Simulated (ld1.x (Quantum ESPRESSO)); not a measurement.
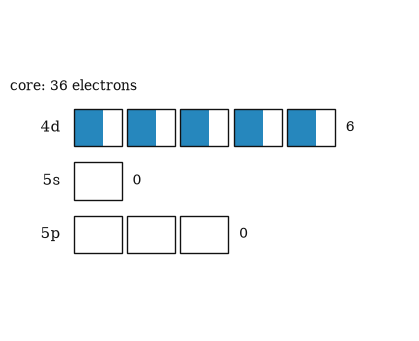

*The valence shells of the reference configuration: a box for each of the 2l + 1 orbitals, shaded by the share of the shell that is filled, with the electron count at the right.*

**Mo: pseudopotential generation (part 1 of 2)**

Molybdenum (Mo, Z = 42), core [Kr], reference valence 4d6 5s0 5p0, valence charge 6. Computed at this level: TM potential, LDA (PZ), fully relativistic, made with ld1.x (Quantum ESPRESSO) 7.5.

### Summary

- outcome: generated
- cutoffs needed: 35 Ry and 40 Ry (the cutoffs, on a coarse ladder, from which the occupation-weighted sum of valence levels, in a spherical-Bessel basis at the reference potential, stays within 10 and 1 mRy of its value at 400 Ry); ghost states and empty shells don't enter this sum
- ghost test: no ghost state below the valence levels in the p1/2, p3/2, d3/2, d5/2, s, f channels (spherical-Bessel basis up to 400 Ry, 20 bohr box)
- largest excitation error: -2170 meV (all-electron minus pseudo) for 4d2 5s0 5p0, out of 7 test configurations
- range over which the phases arctan(r u′/u) at the test radius agree within 0.05 rad (a looser test near the poles than one of phase shifts): s: up to about 1.5 Ry; p1/2: up to about 2.0 Ry; p3/2: up to about 1.9 Ry; d3/2: up to about 0.6 Ry; d5/2: up to about 0.6 Ry
- hardware: 1 CPU thread, shared host
- wall time: 1.8 s

### Remarks

An excitation error of 2170 meV in its own tests makes this a poorly transferable potential.

### Input file
```
 &input
   title='Mo', zed=42., rel=2, dft='PZ', iswitch=3,
   config='[Kr] 4d6 5s0 5p0', rel_dist='average',
   nld=5, rlderiv=3.60, eminld=-2.0, emaxld=5.0, deld=0.02
 /
 &inputp
   pseudotype=2, tm=.true., lloc=0,
   nlcc=.true.,
   file_pseudopw='Mo.UPF', file_wfcaegen='ae.wfc', file_wfcncgen='nc.wfc', file_beta='beta', file_chi='chi'
 /
3
5P  2  1   0.00   0.00  3.30  3.30  0.0
4D  3  2   6.00   0.00  2.45  2.45  0.0
5S  1  0   0.00   0.00  2.60  2.60  0.0
 &test
   configts(1)='4d6 5s0 5p0'
 /
```

### Input of the test run
```
 &input
   title='Mo', zed=42., rel=2, dft='PZ', iswitch=2,
   config='[Kr] 4d6 5s0 5p0', rel_dist='average'
 /
 &test
   file_pseudo='Mo.UPF', nconf=8,
   configts(1)='4d6 5s0 5p0',
   configts(2)='4d5 5s1 5p0',
   configts(3)='4d5 5s0 5p0',
   configts(4)='4d4 5s0 5p0',
   configts(5)='4d4 5s1 5p0',
   configts(6)='4d4 5s2 5p0',
   configts(7)='4d5 5s0 5p1',
   configts(8)='4d2 5s0 5p0'
 /
```

Run as:
```bash
ld1.x < Mo.in > Mo.out
```

### The program's output
```
     Program LD1 v.7.5
     --------------------------- All-electron run ----------------------------

     Mo
     dirac relativistic calculation

     atomic number is 42.00
     dft =PZ   lsd =0 sic =0 latt =0  beta=0.20 tr2=1.0E-14
     Exchange-correlation= PZ
                           (   1   1   0   0   0   0   0)
     mesh =1229 r(mesh) = 100.71859 a.u. xmin = -7.00 dx = 0.01250
     1 Ry =  13.60569312 eV, c = 137.03599908

     n l j   nl                  e(Ry)          e(Ha)          e(eV)
     Spin orbit split results
     1 0 0.5 1S 1( 2.00)     -1454.0687      -727.0343    -19783.6125
     2 0 0.5 2S 1( 2.00)      -205.2343      -102.6171     -2792.3547
     2 1 0.5 2P 1( 2.00)      -188.9260       -94.4630     -2570.4697
     2 1 1.5 2P 1( 4.00)      -181.1069       -90.5534     -2464.0848
     3 0 0.5 3S 1( 2.00)       -34.7603       -17.3802      -472.9386
     3 1 0.5 3P 1( 2.00)       -28.5501       -14.2751      -388.4445
     3 1 1.5 3P 1( 4.00)       -27.2615       -13.6307      -370.9115
     4 0 0.5 4S 1( 2.00)        -4.5787        -2.2893       -62.2961
     4 1 0.5 4P 1( 2.00)        -2.8139        -1.4070       -38.2856
     4 1 1.5 4P 1( 4.00)        -2.6299        -1.3149       -35.7809
     3 2 1.5 3D 1( 4.00)       -16.2383        -8.1191      -220.9328
     3 2 2.5 3D 1( 6.00)       -15.9940        -7.9970      -217.6101
     4 2 1.5 4D 1( 2.40)        -0.1934        -0.0967        -2.6310
     4 2 2.5 4D 1( 3.60)        -0.1799        -0.0899        -2.4473
     5 0 0.5 5S 1( 0.00)        -0.2735        -0.1367        -3.7207
     5 1 0.5 5P 1( 0.00)        -0.0679        -0.0339        -0.9236
     5 1 1.5 5P 1( 0.00)        -0.0618        -0.0309        -0.8403
     Averaged results
     1 0     1S 1( 2.00)     -1454.0687      -727.0343    -19783.6125
     2 0     2S 1( 2.00)      -205.2343      -102.6171     -2792.3547
     2 1     2P 1( 6.00)      -183.7133       -91.8566     -2499.5464
     3 0     3S 1( 2.00)       -34.7603       -17.3802      -472.9386
     3 1     3P 1( 6.00)       -27.6910       -13.8455      -376.7558
     4 0     4S 1( 2.00)        -4.5787        -2.2893       -62.2961
     4 1     4P 1( 6.00)        -2.6912        -1.3456       -36.6158
     3 2     3D 1(10.00)       -16.0917        -8.0459      -218.9392
     4 2     4D 1( 6.00)        -0.1853        -0.0926        -2.5208
     5 0     5S 1( 0.00)        -0.2735        -0.1367        -3.7207
     5 1     5P 1( 0.00)        -0.0638        -0.0319        -0.8680

     final scf error:  6.7E-15 reached in  25 iterations

     Etot =   -8089.939217 Ry,   -4044.969609 Ha, -110069.230370 eV

     Ekin =    8386.185968 Ry,    4193.092984 Ha,  114099.872759 eV
     Encl =  -19560.966733 Ry,   -9780.483367 Ha, -266140.510560 eV
     Eh   =    3323.887233 Ry,    1661.943617 Ha,   45223.789669 eV
     Exc  =    -239.045685 Ry,    -119.522843 Ha,   -3252.382239 eV

     normalization and overlap integrals

     s(1S/1S) =  1.000000  <r> =   0.0352  <r2> =    0.0017  r(max) =   0.0229
     s(2S/2S) =  1.000000  <r> =   0.1536  <r2> =    0.0279  r(max) =   0.1303
     s(2P/2P) =  1.000000  <r> =   0.1308  <r2> =    0.0210  r(max) =   0.1015
     s(2P/2P) =  1.000000  <r> =   0.1354  <r2> =    0.0224  r(max) =   0.1054
     s(3S/3S) =  1.000000  <r> =   0.4295  <r2> =    0.2115  r(max) =   0.3819
     s(3P/3P) =  1.000000  <r> =   0.4239  <r2> =    0.2094  r(max) =   0.3724
     s(3P/3P) =  1.000000  <r> =   0.4345  <r2> =    0.2198  r(max) =   0.3819
     s(4S/4S) =  1.000000  <r> =   1.1086  <r2> =    1.3965  r(max) =   0.9874
     s(4P/4P) =  1.000000  <r> =   1.2209  <r2> =    1.7158  r(max) =   1.0511
     s(4P/4P) =  1.000000  <r> =   1.2539  <r2> =    1.8107  r(max) =   1.0777
     s(3D/3D) =  1.000000  <r> =   0.4135  <r2> =    0.2059  r(max) =   0.3206
     s(3D/3D) =  1.000000  <r> =   0.4170  <r2> =    0.2092  r(max) =   0.3246
     s(4D/4D) =  1.000000  <r> =   2.1395  <r2> =    5.9605  r(max) =   1.4012
     s(4D/4D) =  1.000000  <r> =   2.1842  <r2> =    6.2371  r(max) =   1.4188
     s(5S/5S) =  1.000000  <r> =   3.6982  <r2> =   15.8143  r(max) =   3.0037
     s(5P/5P) =  1.000000  <r> =   5.5057  <r2> =   36.1627  r(max) =   4.2094
     s(5P/5P) =  1.000000  <r> =   5.6988  <r2> =   38.7632  r(max) =   4.3703

     ------------------------ End of All-electron run ------------------------

     --------------------- Generating NC pseudopotential ---------------------

      Generating local pot.: lloc=0, matching radius rcloc =   2.6000

      Computing core charge for nlcc:

       r > 1.40 : true rho core
       r < 1.40 : rho core = a sin(br)/r    a=   7.18  b=   1.81

      Integrated core pseudo-charge :   8.16

     Fully relativistic calculation: |psi|^2

     Wfc 5P LC norm =  0.99998857 SC norm =  0.00001129 missing  0.00000013

     Wfc 5P LC norm =  0.99998936 SC norm =  0.00000862 missing  0.00000202

     Wfc 4D LC norm =  0.99990357 SC norm =  0.00009642 missing  0.00000001

     Wfc 4D LC norm =  0.99990659 SC norm =  0.00009235 missing  0.00000106

      Wfc   5P  rcut= 3.278  Using Troullier-Martins method

      Wfc   5P  rcut= 3.278  Using Troullier-Martins method

      Wfc   4D  rcut= 2.429  Using Troullier-Martins method

      Wfc   4D  rcut= 2.429  Using Troullier-Martins method

     ------------------- End of pseudopotential generation -------------------

     --------------------------- All-electron run ----------------------------

     Mo
     dirac relativistic calculation

     atomic number is 42.00
     dft =PZ   lsd =0 sic =0 latt =0  beta=0.20 tr2=1.0E-14
     Exchange-correlation= PZ
                           (   1   1   0   0   0   0   0)
     mesh =1229 r(mesh) = 100.71859 a.u. xmin = -7.00 dx = 0.01250
     1 Ry =  13.60569312 eV, c = 137.03599908

     n l j   nl                  e(Ry)          e(Ha)          e(eV)
     Spin orbit split results
     1 0 0.5 1S 1( 2.00)     -1454.0687      -727.0343    -19783.6125
     2 0 0.5 2S 1( 2.00)      -205.2343      -102.6171     -2792.3547
     2 1 0.5 2P 1( 2.00)      -188.9260       -94.4630     -2570.4697
     2 1 1.5 2P 1( 4.00)      -181.1069       -90.5534     -2464.0848
     3 0 0.5 3S 1( 2.00)       -34.7603       -17.3802      -472.9386
     3 1 0.5 3P 1( 2.00)       -28.5501       -14.2751      -388.4445
     3 1 1.5 3P 1( 4.00)       -27.2615       -13.6307      -370.9115
     4 0 0.5 4S 1( 2.00)        -4.5787        -2.2893       -62.2961
     4 1 0.5 4P 1( 2.00)        -2.8139        -1.4070       -38.2856
     4 1 1.5 4P 1( 4.00)        -2.6299        -1.3149       -35.7809
     3 2 1.5 3D 1( 4.00)       -16.2383        -8.1191      -220.9328
     3 2 2.5 3D 1( 6.00)       -15.9940        -7.9970      -217.6101
     4 2 1.5 4D 1( 2.40)        -0.1934        -0.0967        -2.6310
     4 2 2.5 4D 1( 3.60)        -0.1799        -0.0899        -2.4473
     5 0 0.5 5S 1( 0.00)        -0.2735        -0.1367        -3.7207
     5 1 0.5 5P 1( 0.00)        -0.0679        -0.0339        -0.9236
     5 1 1.5 5P 1( 0.00)        -0.0618        -0.0309        -0.8403
     Averaged results
     1 0     1S 1( 2.00)     -1454.0687      -727.0343    -19783.6125
     2 0     2S 1( 2.00)      -205.2343      -102.6171     -2792.3547
     2 1     2P 1( 6.00)      -183.7133       -91.8566     -2499.5464
     3 0     3S 1( 2.00)       -34.7603       -17.3802      -472.9386
     3 1     3P 1( 6.00)       -27.6910       -13.8455      -376.7558
     4 0     4S 1( 2.00)        -4.5787        -2.2893       -62.2961
     4 1     4P 1( 6.00)        -2.6912        -1.3456       -36.6158
     3 2     3D 1(10.00)       -16.0917        -8.0459      -218.9392
     4 2     4D 1( 6.00)        -0.1853        -0.0926        -2.5208
     5 0     5S 1( 0.00)        -0.2735        -0.1367        -3.7207
     5 1     5P 1( 0.00)        -0.0638        -0.0319        -0.8680

     final scf error:  6.7E-15 reached in  25 iterations

     Etot =   -8089.939217 Ry,   -4044.969609 Ha, -110069.230370 eV

     Ekin =    8386.185968 Ry,    4193.092984 Ha,  114099.872759 eV
     Encl =  -19560.966733 Ry,   -9780.483367 Ha, -266140.510560 eV
     Eh   =    3323.887233 Ry,    1661.943617 Ha,   45223.789669 eV
     Exc  =    -239.045685 Ry,    -119.522843 Ha,   -3252.382239 eV

     normalization and overlap integrals

     s(1S/1S) =  1.000000  <r> =   0.0352  <r2> =    0.0017  r(max) =   0.0229
     s(2S/2S) =  1.000000  <r> =   0.1536  <r2> =    0.0279  r(max) =   0.1303
     s(2P/2P) =  1.000000  <r> =   0.1308  <r2> =    0.0210  r(max) =   0.1015
     s(2P/2P) =  1.000000  <r> =   0.1354  <r2> =    0.0224  r(max) =   0.1054
     s(3S/3S) =  1.000000  <r> =   0.4295  <r2> =    0.2115  r(max) =   0.3819
     s(3P/3P) =  1.000000  <r> =   0.4239  <r2> =    0.2094  r(max) =   0.3724
     s(3P/3P) =  1.000000  <r> =   0.4345  <r2> =    0.2198  r(max) =   0.3819
     s(4S/4S) =  1.000000  <r> =   1.1086  <r2> =    1.3965  r(max) =   0.9874
     s(4P/4P) =  1.000000  <r> =   1.2209  <r2> =    1.7158  r(max) =   1.0511
     s(4P/4P) =  1.000000  <r> =   1.2539  <r2> =    1.8107  r(max) =   1.0777
     s(3D/3D) =  1.000000  <r> =   0.4135  <r2> =    0.2059  r(max) =   0.3206
     s(3D/3D) =  1.000000  <r> =   0.4170  <r2> =    0.2092  r(max) =   0.3246
     s(4D/4D) =  1.000000  <r> =   2.1395  <r2> =    5.9605  r(max) =   1.4012
     s(4D/4D) =  1.000000  <r> =   2.1842  <r2> =    6.2371  r(max) =   1.4188
     s(5S/5S) =  1.000000  <r> =   3.6982  <r2> =   15.8143  r(max) =   3.0037
     s(5P/5P) =  1.000000  <r> =   5.5057  <r2> =   36.1627  r(max) =   4.2094
     s(5P/5P) =  1.000000  <r> =   5.6988  <r2> =   38.7632  r(max) =   4.3703

     ------------------------ End of All-electron run ------------------------

     Computing logarithmic derivative in   3.60060
     Computing logarithmic derivative in   3.60060
     Computing the partial wave expansion
       no projector for channel:   0
     R is outside the sphere for l=    1 j= 0.50
     R is outside the sphere for l=    1 j= 1.50
     R is outside the sphere for l=    2 j= 1.50
     R is outside the sphere for l=    2 j= 2.50

     ---------------------- Testing the pseudopotential ----------------------

     Mo
     dirac relativistic calculation

     atomic number is 42.00   valence charge is  6.00
     dft =PZ   lsd =0 sic =0 latt =0  beta=0.20 tr2=1.0E-14
     mesh =1229 r(mesh) = 100.71859 xmin = -7.00 dx = 0.01250

     n l  j  nl             e AE (Ry)       e PS (Ry)    De AE-PS (Ry)
     3 2 1.5 4D   1( 2.40)       -0.19338       -0.19338       -0.00000
     3 2 2.5 4D   1( 3.60)       -0.17987       -0.17987        0.00000
     1 0 0.5 5S   1( 0.00)       -0.27347       -0.27347        0.00000
     2 1 0.5 5P   1( 0.00)       -0.06788       -0.06788       -0.00000
     2 1 1.5 5P   1( 0.00)       -0.06176       -0.06176        0.00000

     eps = 9.2E-15  iter =  7

     Etot =   -8089.939217 Ry,   -4044.969609 Ha, -110069.230370 eV
     Etotps =   -25.476966 Ry,     -12.738483 Ha,    -346.631780 eV

     Ekin =      18.783909 Ry,       9.391955 Ha,     255.568106 eV
     Encl =     -23.536217 Ry,     -11.768108 Ha,    -320.226541 eV
     Ehrt =      15.360607 Ry,       7.680304 Ha,     208.991706 eV
     Ecxc =     -15.465300 Ry,      -7.732650 Ha,    -210.416126 eV
     (Ecc =      -9.560816 Ry,      -4.780408 Ha,    -130.081526 eV)
     Epseu=     -20.619966 Ry,     -10.309983 Ha,    -280.548924 eV

     ---------------------- End of pseudopotential test ----------------------
```

### Output of the test run (extracts)
```
     ---------------------- Testing the pseudopotential ----------------------

     Mo
     dirac relativistic calculation

     atomic number is 42.00   valence charge is  6.00
     dft =PZ   lsd =0 sic =0 latt =0  beta=0.20 tr2=1.0E-14
     mesh =1229 r(mesh) = 100.71859 xmin = -7.00 dx = 0.01250

     n l  j  nl             e AE (Ry)       e PS (Ry)    De AE-PS (Ry)
     3 2 1.5 4D   1( 2.40)       -0.19338       -0.19338       -0.00000
     3 2 2.5 4D   1( 3.60)       -0.17987       -0.17987        0.00000
     1 0 0.5 5S   1( 0.00)       -0.27347       -0.27347        0.00000
     2 1 0.5 5P   1( 0.00)       -0.06788       -0.06788       -0.00000
     2 1 1.5 5P   1( 0.00)       -0.06176       -0.06176        0.00000

     eps = 6.5E-15  iter =  7

     Etot =   -8089.939217 Ry,   -4044.969609 Ha, -110069.230370 eV
     Etotps =   -25.476966 Ry,     -12.738483 Ha,    -346.631778 eV

     Ekin =      18.783910 Ry,       9.391955 Ha,     255.568110 eV
     Encl =     -23.536217 Ry,     -11.768108 Ha,    -320.226541 eV
     Ehrt =      15.360607 Ry,       7.680304 Ha,     208.991706 eV
     Ecxc =     -15.465300 Ry,      -7.732650 Ha,    -210.416127 eV
     (Ecc =      -9.560816 Ry,      -4.780408 Ha,    -130.081526 eV)
     Epseu=     -20.619966 Ry,     -10.309983 Ha,    -280.548926 eV

     ---------------------- End of pseudopotential test ----------------------

     ---------------------- Testing the pseudopotential ----------------------

     Mo
     dirac relativistic calculation

     atomic number is 42.00   valence charge is  6.00
     dft =PZ   lsd =0 sic =0 latt =0  beta=0.20 tr2=1.0E-14
     mesh =1229 r(mesh) = 100.71859 xmin = -7.00 dx = 0.01250

     n l  j  nl             e AE (Ry)       e PS (Ry)    De AE-PS (Ry)
     3 2 1.5 4D   1( 2.00)       -0.29844       -0.30554        0.00709  !
     3 2 2.5 4D   1( 3.00)       -0.28336       -0.29018        0.00683  !
     1 0 0.5 5S   1( 1.00)       -0.31820       -0.31606       -0.00214
     2 1 0.5 5P   1( 0.00)       -0.09097       -0.08879       -0.00218
     2 1 1.5 5P   1( 0.00)       -0.08321       -0.08104       -0.00217

     eps = 5.0E-15  iter = 10

     Etot =   -8089.999557 Ry,   -4044.999778 Ha, -110070.051331 eV
     Etotps =   -25.533232 Ry,     -12.766616 Ha,    -347.397320 eV
     dEtot_ae =      -0.060340 Ry
     dEtot_ps =      -0.056266 Ry,   Delta E=      -0.004073 Ry

     Ekin =      17.299038 Ry,       8.649519 Ha,     235.365400 eV
     Encl =     -23.394733 Ry,     -11.697366 Ha,    -318.301554 eV
     Ehrt =      14.719175 Ry,       7.359587 Ha,     200.264577 eV
     Ecxc =     -15.217722 Ry,      -7.608861 Ha,    -207.047662 eV
     (Ecc =      -9.560816 Ry,      -4.780408 Ha,    -130.081526 eV)
     Epseu=     -18.938990 Ry,      -9.469495 Ha,    -257.678080 eV

     ---------------------- End of pseudopotential test ----------------------

     ---------------------- Testing the pseudopotential ----------------------

     Mo
     dirac relativistic calculation

     atomic number is 42.00   valence charge is  6.00
     dft =PZ   lsd =0 sic =0 latt =0  beta=0.20 tr2=1.0E-14
     mesh =1229 r(mesh) = 100.71859 xmin = -7.00 dx = 0.01250

     n l  j  nl             e AE (Ry)       e PS (Ry)    De AE-PS (Ry)
     3 2 1.5 4D   1( 2.00)       -0.79324       -0.80214        0.00891  !
     3 2 2.5 4D   1( 3.00)       -0.77730       -0.78600        0.00870  !
     1 0 0.5 5S   1( 0.00)       -0.74597       -0.74673        0.00076
     2 1 0.5 5P   1( 0.00)       -0.45600       -0.45533       -0.00067
     2 1 1.5 5P   1( 0.00)       -0.44171       -0.44099       -0.00071

     eps = 8.7E-15  iter =  7

     Etot =   -8089.471354 Ry,   -4044.735677 Ha, -110062.864766 eV
     Etotps =   -25.005960 Ry,     -12.502980 Ha,    -340.223417 eV
     dEtot_ae =       0.467863 Ry
     dEtot_ps =       0.471006 Ry,   Delta E=      -0.003143 Ry

     Ekin =      17.897988 Ry,       8.948994 Ha,     243.514529 eV
     Encl =     -20.017387 Ry,     -10.008693 Ha,    -272.350421 eV
     Ehrt =      11.925256 Ry,       5.962628 Ha,     162.251375 eV
     Ecxc =     -14.930801 Ry,      -7.465400 Ha,    -203.143896 eV
     (Ecc =      -9.560816 Ry,      -4.780408 Ha,    -130.081526 eV)
     Epseu=     -19.881016 Ry,      -9.940508 Ha,    -270.495004 eV

     ---------------------- End of pseudopotential test ----------------------

     ---------------------- Testing the pseudopotential ----------------------

     Mo
     dirac relativistic calculation

     atomic number is 42.00   valence charge is  6.00
     dft =PZ   lsd =0 sic =0 latt =0  beta=0.20 tr2=1.0E-14
     mesh =1229 r(mesh) = 100.71859 xmin = -7.00 dx = 0.01250

     n l  j  nl             e AE (Ry)       e PS (Ry)    De AE-PS (Ry)
     3 2 1.5 4D   1( 1.60)       -1.55869       -1.59244        0.03375  !
     3 2 2.5 4D   1( 2.40)       -1.54013       -1.57331        0.03318  !
     1 0 0.5 5S   1( 0.00)       -1.32319       -1.33233        0.00914  !
     2 1 0.5 5P   1( 0.00)       -0.95808       -0.96149        0.00342
     2 1 1.5 5P   1( 0.00)       -0.93529       -0.93896        0.00367

     eps = 1.7E-16  iter =  7

     Etot =   -8088.317280 Ry,   -4044.158640 Ha, -110047.162790 eV
     Etotps =   -23.832022 Ry,     -11.916011 Ha,    -324.251183 eV
     dEtot_ae =       1.621937 Ry
     dEtot_ps =       1.644943 Ry,   Delta E=      -0.023006 Ry

     Ekin =      15.984530 Ry,       7.992265 Ha,     217.480607 eV
     Encl =     -16.028121 Ry,      -8.014060 Ha,    -218.073692 eV
     Ehrt =       8.262418 Ry,       4.131209 Ha,     112.415923 eV
     Ecxc =     -14.131603 Ry,      -7.065801 Ha,    -192.270251 eV
     (Ecc =      -9.560816 Ry,      -4.780408 Ha,    -130.081526 eV)
     Epseu=     -17.919247 Ry,      -8.959623 Ha,    -243.803770 eV

     ---------------------- End of pseudopotential test ----------------------
```

(Continued in part 2.)
